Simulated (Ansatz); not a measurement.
FH₃N₃Si (SMILES N[Si]1(F)[N]N1) (doublet)

```csv
atom,x (Å),y (Å),z (Å)
F,0.5353,-1.2496,-0.6896
N,1.1026,-0.4271,1.7255
N,-1.8199,-1.0043,1.0043
N,-1.1985,-2.2532,1.3358
Si,-0.1090,-1.1052,0.7809
H,1.9996,-0.1537,1.3487
H,0.9708,-0.1898,2.6988
H,-1.7560,-3.0802,1.5053
```

Geometry: PBE0-D3(BJ)/pcseg-1.

Computed with isolated molecule in a Gaussian basis; Kohn-Sham density functional theory, functional PBE0 (Ansatz 0.2.0).

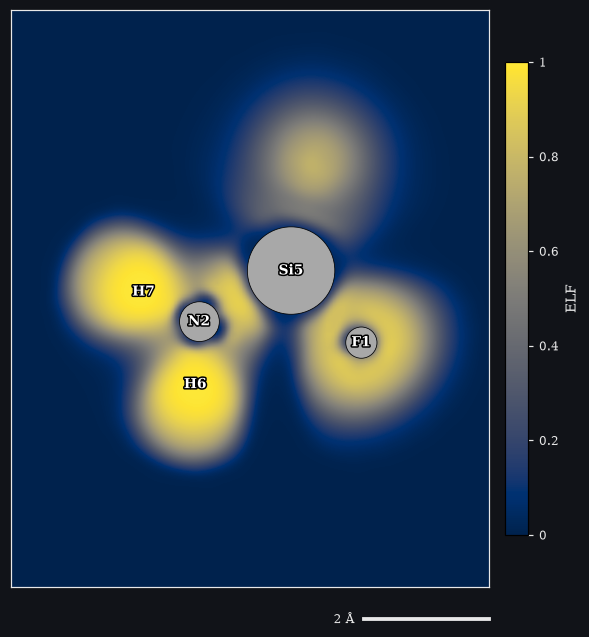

Figure 1. Electron localisation function on the plane of atoms Si5, N2 and H7. Grey discs cover the atomic cores.

Question: Interpret the plot.

Answer: Atoms in the plane: F, N, Si and H. Si–F (1.61 Å): the ELF peaks at about 0.85 in the valence shell of F, 0.6 Å from its nucleus, and is about 0.50 at the midpoint. Si–N (1.68 Å): the ELF peaks at about 0.90 between the atoms, as expected for a polar covalent bond. N–H (1.01 Å): the ELF climbs to about 1 towards the hydrogen, as it does in any bond to H: a covalent bond by its length. The ELF also peaks beside F1, away from the bonds: non-bonding electrons, paired or unpaired.

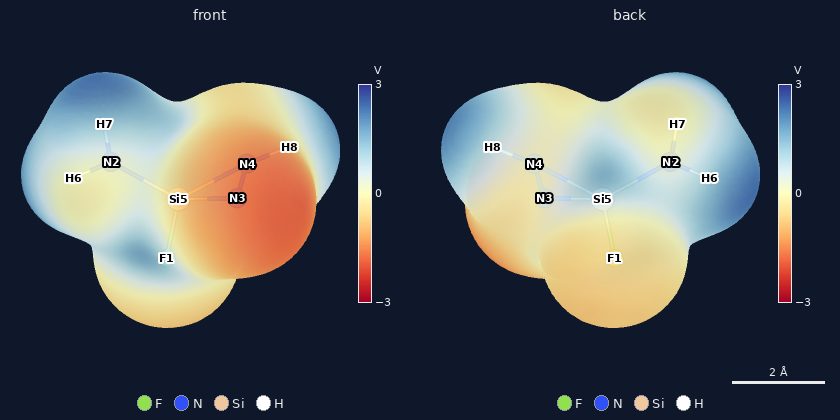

Figure 2. The electrostatic potential painted on the density surface at 0.002 e/bohr³, seen from the front and from behind; the colour scale runs from red (negative) to blue (positive).

Question: Where is the surface potential most negative and most positive?

Answer: The most negative region (about −2.0 V) lies over N3, the most positive (about +2.4 V) over H6 and H7. N3 is the likeliest acceptor of a hydrogen bond.

Question: What dipole moment does the calculation give?

Answer: Its dipole moment is 3.24 D.

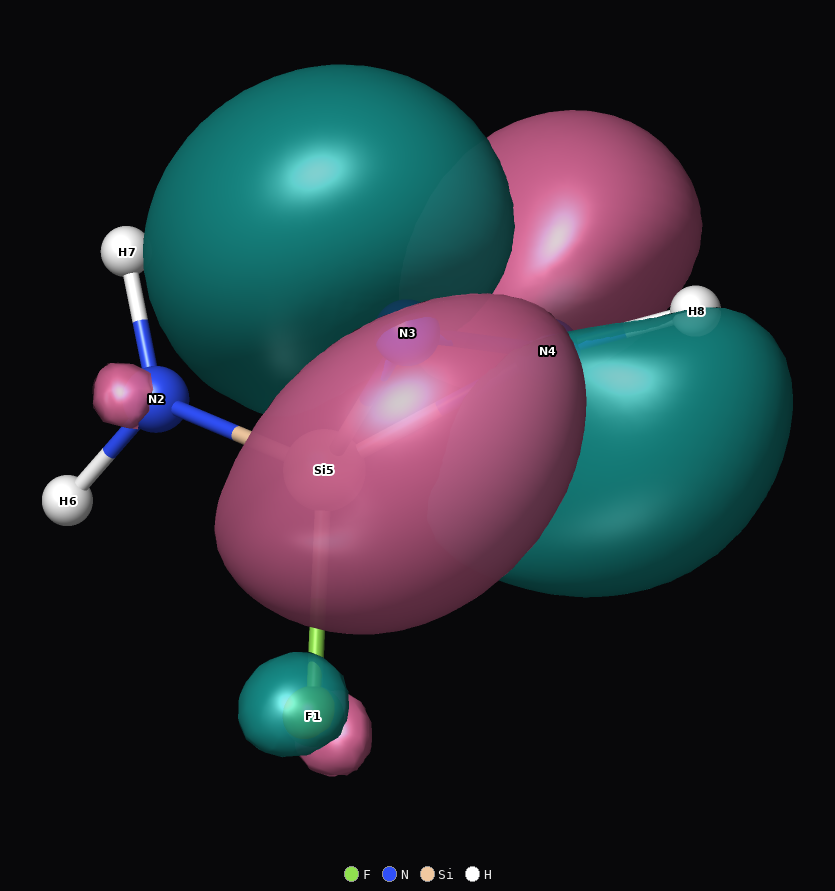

Figure 3. One frontier orbital at ±0.08 Å⁻³ᐟ² (teal and pink are the two phases), seen at a tilt.

Question: Which orbital is it: HOMO (β) or LUMO (β)?

Answer: The LUMO (β), at −1.27 eV. By Hirshfeld shares it lies mainly on N3 (about 50 %) and N4 (about 30 %); π-antibonding (π*) across N3–N4.

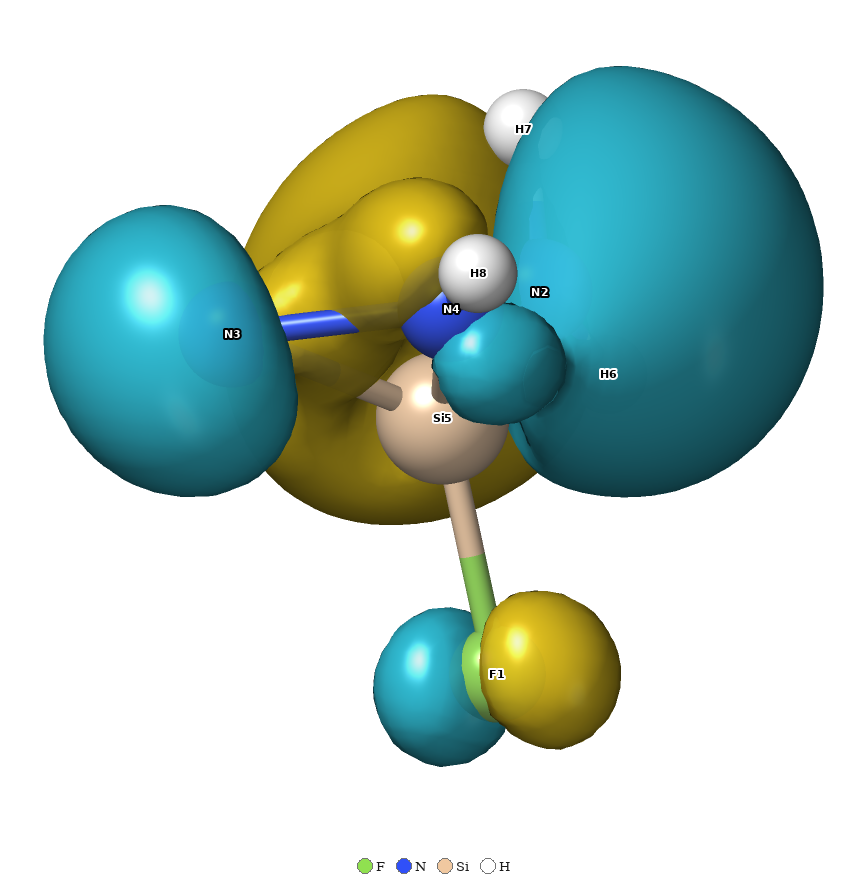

Figure 4. The HOMO−1 (β) at ±0.08 Å⁻³ᐟ² (yellow and cyan are the two phases), seen at an oblique angle.

Question: What is the character of this orbital?

Answer: It lies mainly on N2 (about 60 %), Si5 (about 15 %) and N3 (about 10 %). Its energy is −9.02 eV.
